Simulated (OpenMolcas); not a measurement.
**Single-point calculation of BSiH$_{4}$O$_{2}$F (part 2 of 2)**

BSiH$_{4}$O$_{2}$F; HF/ANO-RCC-MB, RHF, DKH2 (OpenMolcas 26.06). The geometry comes from this level: PBE0-D4/def2-TZVP.

Geometry of the input (Å):
```
O  1.1525  0.6501  1.7030
Si 0.8376  -0.4398  0.5002
B  -0.7015  0.1940  -0.6709
O  -0.9680  -0.3816  -1.8590
F  -1.4885  1.1969  -0.2504
H  0.4010  1.0981  2.0929
H  2.0933  -0.5798  -0.2781
H  0.4933  -1.7816  1.0563
H  -1.7313  -0.0026  -2.3111
```

### The program's output, continued
```
                O1      SI2     B3      O4      F5      H6      H7      H8      H9
      Total    8.8163 13.2573  4.3732  8.7075  9.4543  0.6582  1.0546  1.0714  0.6071

      N-E     -0.8163  0.7427  0.6268 -0.7075 -0.4543  0.3418 -0.0546 -0.0714  0.3929

      Total electronic charge=   48.000000

      Total            charge=   -0.000000
--

++    Static properties:
      ------------------

      LoProp Charges per center

                   O1       SI2      B3       O4       F5       H6       H7       H8       H9
      Nuclear      8.0000  14.0000   5.0000   8.0000   9.0000   1.0000   1.0000   1.0000   1.0000
      Electronic  -8.6198 -13.3951  -4.6963  -8.4297  -9.2876  -0.7396  -1.0586  -1.0751  -0.6982

      Total       -0.6198   0.6049   0.3037  -0.4297  -0.2876   0.2604  -0.0586  -0.0751   0.3018
--

++    Natural Bond Order analysis
      ---------------------------
      Based on LoProp computed density
      -------------------------------------------------------------------------------------
      Atom A       Atom B       Bond Order
        SI2          B3             0.783
      -------------------------------------------------------------------------------------
      NBO located      1.566 electrons involved in    1 bonds.
      NBO located      0.999 non-bonded electrons on atom O1
      NBO located      0.968 non-bonded electrons on atom SI2
      NBO located      1.000 non-bonded electrons on atom SI2
      NBO located      0.999 non-bonded electrons on atom SI2
      NBO located      0.998 non-bonded electrons on atom SI2
      NBO located      0.999 non-bonded electrons on atom SI2
      NBO located      0.986 non-bonded electrons on atom B3
      NBO located      0.999 non-bonded electrons on atom O4
      NBO located      0.999 non-bonded electrons on atom F5
      NBO located      0.979 non-bonded electrons on atom F5
      The remaining   14.628 electrons are to be considered as diffuse
--

++    Molecular properties:
      ---------------------

      Charge (e):
                      =   -0.0000
      Dipole Moment (debye):
      Origin of the operator (angstrom)=   -0.0888    0.1658   -0.0009
                   X= -2.1972E+00               Y= -2.9117E-02               Z= -1.0262E+00           Total=  2.4252E+00
      Quadrupole Moment (debye*angstrom):
      Origin of the operator (angstrom)=   -0.0888    0.1658   -0.0009
                  XX= -4.2351E+01              XY=  8.5643E-02              XZ= -5.2690E-01              YY= -4.3036E+01
                  YZ= -2.2529E+00              ZZ= -4.0170E+01
      In traceless form (debye*angstrom)
                  XX= -7.4845E-01              XY=  1.2846E-01              XZ= -7.9034E-01              YY= -1.7756E+00
                  YZ= -3.3793E+00              ZZ=  2.5240E+00
--

--- Stop Module: scf /rc=_RC_ALL_IS_WELL_ ---

--- Start Module: localisation ---

                                           &LOCALISATION

                       available to each process: 1.9 GB of memory, 1 thread

 Header from vector file:

* SCF orbitals

 Pipek-Mezey localisation
 Convergence threshold:   1.0000E-06 (functional)
 Convergence threshold:   1.0000E-02 (gradient)
 Screening threshold  :   1.0000E-10 (orbital rotations)
 Frozen orbitals      :      6
 Orbitals to localise :     18

 CPU  time for localisation procedure:      0.00 seconds

++    Molecular orbitals:
      -------------------

      Title: Final localised MO's

      Molecular orbitals for symmetry species 1: a

      Basis set list:
        1 O1     1s                 10 SI2    3px                19 B3     2pz                28 F5     2py
        2 O1     2s                 11 SI2    2py                20 O4     1s                 29 F5     2pz
        3 O1     2px                12 SI2    3py                21 O4     2s                 30 H6     1s
        4 O1     2py                13 SI2    2pz                22 O4     2px                31 H7     1s
        5 O1     2pz                14 SI2    3pz                23 O4     2py                32 H8     1s
        6 SI2    1s                 15 B3     1s                 24 O4     2pz                33 H9     1s
        7 SI2    2s                 16 B3     2s                 25 F5     1s
        8 SI2    3s                 17 B3     2px                26 F5     2s
        9 SI2    2px                18 B3     2py                27 F5     2px

  Index Energy  Occupation Coefficients ...

    1  -69.1200    2.0000          6 SI2    1s     ( 1.000),

    2  -26.2530    2.0000         25 F5     1s     ( 1.000),

    3  -20.6140    2.0000         20 O4     1s     ( 1.000),

    4  -20.4780    2.0000          1 O1     1s     ( 1.000),

    5   -7.8596    2.0000         15 B3     1s     ( 1.000),

    6   -6.3192    2.0000          7 SI2    2s     ( 1.000),

    7    0.0000    2.0000         11 SI2    2py    ( 0.712),    13 SI2    2pz    ( 0.690),

    8    0.0000    2.0000          9 SI2    2px    ( 0.694),    11 SI2    2py    ( 0.428),    13 SI2    2pz    (-0.581),

    9    0.0000    2.0000          9 SI2    2px    (-0.708),    11 SI2    2py    ( 0.559),    13 SI2    2pz    (-0.434),

   10    0.0000    2.0000         26 F5     2s     (-0.913),

   11    0.0000    2.0000         21 O4     2s     (-0.751),    23 O4     2py    ( 0.521),

   12    0.0000    2.0000          2 O1     2s     (-0.797),     3 O1     2px    (-0.604),

   13    0.0000    2.0000         21 O4     2s     ( 0.322),    22 O4     2px    (-0.520),    23 O4     2py    ( 0.282),    24 O4     2pz    (-0.274),
                                  33 H9     1s     ( 0.413),

   14    0.0000    2.0000          8 SI2    3s     ( 0.330),    10 SI2    3px    ( 0.350),    31 H7     1s     ( 0.576),

   15    0.0000    2.0000         26 F5     2s     (-0.356),    27 F5     2px    (-0.437),    28 F5     2py    ( 0.557),

   16    0.0000    2.0000         27 F5     2px    (-0.543),    29 F5     2pz    (-0.824),

   17    0.0000    2.0000         27 F5     2px    (-0.572),    28 F5     2py    (-0.627),    29 F5     2pz    ( 0.429),

   18    0.0000    2.0000          2 O1     2s     ( 0.295),     3 O1     2px    (-0.524),     4 O1     2py    ( 0.266),    30 H6     1s     ( 0.443),

   19    0.0000    2.0000         21 O4     2s     (-0.445),    23 O4     2py    (-0.343),    24 O4     2pz    (-0.560),

   20    0.0000    2.0000         22 O4     2px    ( 0.548),    23 O4     2py    ( 0.606),    24 O4     2pz    (-0.416),

   21    0.0000    2.0000          4 O1     2py    (-0.710),     5 O1     2pz    ( 0.680),

   22    0.0000    2.0000          2 O1     2s     ( 0.403),     3 O1     2px    (-0.309),     4 O1     2py    (-0.418),     5 O1     2pz    (-0.476),

   23    0.0000    2.0000          8 SI2    3s     (-0.335),    12 SI2    3py    ( 0.361),    32 H8     1s     (-0.584),

   24    0.0000    2.0000          8 SI2    3s     ( 0.291),    10 SI2    3px    (-0.301),    16 B3     2s     ( 0.426),    17 B3     2px    ( 0.364),
                                  19 B3     2pz    ( 0.284),

   25    0.1144    0.0000         17 B3     2px    ( 0.586),    18 B3     2py    ( 0.632),    19 B3     2pz    (-0.428),    32 H8     1s     ( 0.319),

   26    0.2231    0.0000          2 O1     2s     (-0.686),    12 SI2    3py    ( 0.552),    14 SI2    3pz    ( 0.818),

   27    0.2823    0.0000          8 SI2    3s     (-0.985),    10 SI2    3px    ( 0.737),    16 B3     2s     ( 1.141),

   28    0.3531    0.0000          8 SI2    3s     (-0.959),    10 SI2    3px    (-0.658),    12 SI2    3py    ( 0.495),    31 H7     1s     ( 0.923),
                                  32 H8     1s     ( 0.761),

   29    0.4063    0.0000         10 SI2    3px    ( 0.717),    12 SI2    3py    ( 0.854),    14 SI2    3pz    (-0.651),    31 H7     1s     (-0.672),
                                  32 H8     1s     ( 0.956),

   30    0.4393    0.0000         19 B3     2pz    (-0.594),    21 O4     2s     (-0.849),    22 O4     2px    ( 0.517),    33 H9     1s     ( 0.957),

   31    0.5003    0.0000         16 B3     2s     (-0.837),    17 B3     2px    ( 0.823),    18 B3     2py    (-0.651),    26 F5     2s     ( 0.691),
                                  28 F5     2py    (-0.453),

   32    0.5977    0.0000          3 O1     2px    ( 0.627),    30 H6     1s     ( 1.236),

   33    0.6836    0.0000         16 B3     2s     (-0.599),    18 B3     2py    ( 0.680),    19 B3     2pz    ( 1.008),    22 O4     2px    ( 0.532),
                                  24 O4     2pz    ( 0.788),    33 H9     1s     ( 0.732),

--

--- Stop Module: localisation /rc=_RC_ALL_IS_WELL_ ---

--- Start Module: localisation ---

                                           &LOCALISATION

                       available to each process: 1.9 GB of memory, 1 thread

 Header from vector file:

*Localised orbitals

 Pipek-Mezey localisation
 Convergence threshold:   1.0000E-06 (functional)
 Convergence threshold:   1.0000E-02 (gradient)
 Screening threshold  :   1.0000E-10 (orbital rotations)
 Frozen orbitals      :     24
 Orbitals to localise :      9

 CPU  time for localisation procedure:      0.00 seconds

++    Molecular orbitals:
      -------------------

      Title: Final localised MO's

      Molecular orbitals for symmetry species 1: a

      Basis set list:
        1 O1     1s                 10 SI2    3px                19 B3     2pz                28 F5     2py
        2 O1     2s                 11 SI2    2py                20 O4     1s                 29 F5     2pz
        3 O1     2px                12 SI2    3py                21 O4     2s                 30 H6     1s
        4 O1     2py                13 SI2    2pz                22 O4     2px                31 H7     1s
        5 O1     2pz                14 SI2    3pz                23 O4     2py                32 H8     1s
        6 SI2    1s                 15 B3     1s                 24 O4     2pz                33 H9     1s
        7 SI2    2s                 16 B3     2s                 25 F5     1s
        8 SI2    3s                 17 B3     2px                26 F5     2s
        9 SI2    2px                18 B3     2py                27 F5     2px

  Index Energy  Occupation Coefficients ...

    1  -69.1200    2.0000          6 SI2    1s     ( 1.000),

    2  -26.2530    2.0000         25 F5     1s     ( 1.000),

    3  -20.6140    2.0000         20 O4     1s     ( 1.000),

    4  -20.4780    2.0000          1 O1     1s     ( 1.000),

    5   -7.8596    2.0000         15 B3     1s     ( 1.000),

    6   -6.3192    2.0000          7 SI2    2s     ( 1.000),

    7    0.0000    2.0000         11 SI2    2py    ( 0.712),    13 SI2    2pz    ( 0.690),

    8    0.0000    2.0000          9 SI2    2px    ( 0.694),    11 SI2    2py    ( 0.428),    13 SI2    2pz    (-0.581),

    9    0.0000    2.0000          9 SI2    2px    (-0.708),    11 SI2    2py    ( 0.559),    13 SI2    2pz    (-0.434),

   10    0.0000    2.0000         26 F5     2s     (-0.913),

   11    0.0000    2.0000         21 O4     2s     (-0.751),    23 O4     2py    ( 0.521),

   12    0.0000    2.0000          2 O1     2s     (-0.797),     3 O1     2px    (-0.604),

   13    0.0000    2.0000         21 O4     2s     ( 0.322),    22 O4     2px    (-0.520),    23 O4     2py    ( 0.282),    24 O4     2pz    (-0.274),
                                  33 H9     1s     ( 0.413),

   14    0.0000    2.0000          8 SI2    3s     ( 0.330),    10 SI2    3px    ( 0.350),    31 H7     1s     ( 0.576),

   15    0.0000    2.0000         26 F5     2s     (-0.356),    27 F5     2px    (-0.437),    28 F5     2py    ( 0.557),

   16    0.0000    2.0000         27 F5     2px    (-0.543),    29 F5     2pz    (-0.824),

   17    0.0000    2.0000         27 F5     2px    (-0.572),    28 F5     2py    (-0.627),    29 F5     2pz    ( 0.429),

   18    0.0000    2.0000          2 O1     2s     ( 0.295),     3 O1     2px    (-0.524),     4 O1     2py    ( 0.266),    30 H6     1s     ( 0.443),

   19    0.0000    2.0000         21 O4     2s     (-0.445),    23 O4     2py    (-0.343),    24 O4     2pz    (-0.560),

   20    0.0000    2.0000         22 O4     2px    ( 0.548),    23 O4     2py    ( 0.606),    24 O4     2pz    (-0.416),

   21    0.0000    2.0000          4 O1     2py    (-0.710),     5 O1     2pz    ( 0.680),

   22    0.0000    2.0000          2 O1     2s     ( 0.403),     3 O1     2px    (-0.309),     4 O1     2py    (-0.418),     5 O1     2pz    (-0.476),

   23    0.0000    2.0000          8 SI2    3s     (-0.335),    12 SI2    3py    ( 0.361),    32 H8     1s     (-0.584),

   24    0.0000    2.0000          8 SI2    3s     ( 0.291),    10 SI2    3px    (-0.301),    16 B3     2s     ( 0.426),    17 B3     2px    ( 0.364),
                                  19 B3     2pz    ( 0.284),

   25    0.0000    0.0000         17 B3     2px    (-0.650),    18 B3     2py    (-0.716),    19 B3     2pz    ( 0.490),

   26    0.0000    0.0000          2 O1     2s     ( 0.655),     4 O1     2py    (-0.477),     5 O1     2pz    (-0.505),     8 SI2    3s     (-0.567),
                                  12 SI2    3py    (-0.769),    14 SI2    3pz    (-0.854),

   27    0.0000    0.0000          8 SI2    3s     ( 0.831),    10 SI2    3px    (-0.866),    14 SI2    3pz    (-0.604),    16 B3     2s     (-0.976),
                                  17 B3     2px    (-0.741),    19 B3     2pz    (-0.578),

   28    0.0000    0.0000          8 SI2    3s     (-0.782),    10 SI2    3px    (-0.971),    31 H7     1s     ( 1.302),

   29    0.0000    0.0000          8 SI2    3s     ( 0.773),    12 SI2    3py    (-0.972),    32 H8     1s     (-1.283),

   30    0.0000    0.0000         22 O4     2px    (-0.701),    33 H9     1s     (-1.323),

   31    0.0000    0.0000         16 B3     2s     ( 0.755),    17 B3     2px    (-0.693),    18 B3     2py    ( 0.835),    26 F5     2s     (-0.775),
                                  28 F5     2py    ( 0.494),

   32    0.0000    0.0000          3 O1     2px    (-0.673),    30 H6     1s     (-1.320),

   33    0.0000    0.0000         16 B3     2s     ( 0.919),    19 B3     2pz    (-1.064),    21 O4     2s     (-0.892),    24 O4     2pz    (-0.708),

--

--- Stop Module: localisation /rc=_RC_ALL_IS_WELL_ ---

.##################.
.# Happy landing! #.
.##################.

    Timing: Wall=2.43 User=1.83 System=0.41
```

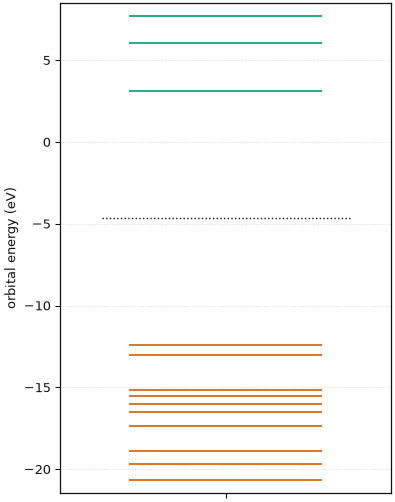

**Figure 1.** Orbital energies near the frontier; the dotted line parts filled from empty levels, and levels within 0.02 eV of each other stand side by side. Highest filled −12.41 eV, lowest empty 3.11 eV, 15.52 eV apart.

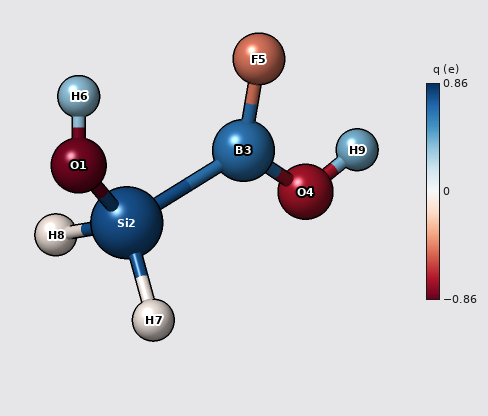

**Figure 2.** Mulliken charges, as the colour of each atom (ball-and-stick view, seen at a tilt; atoms are numbered from 1 in the order of the input). By element: O −0.82 to −0.71, Si +0.74, B +0.63, F −0.45 and H −0.07 to +0.39 e.

### Summary

```tsv
quantity	value
outcome	converged
total energy	−565.755509 hartree
basis functions	33
HOMO	−12.41 eV
LUMO	3.11 eV
dipole moment	2.43 debye
hardware	1 thread of Intel Xeon (Granite Rapids), 64 GiB of memory available, shared host
wall time	2.6 s
peak memory	0.38 GiB
```
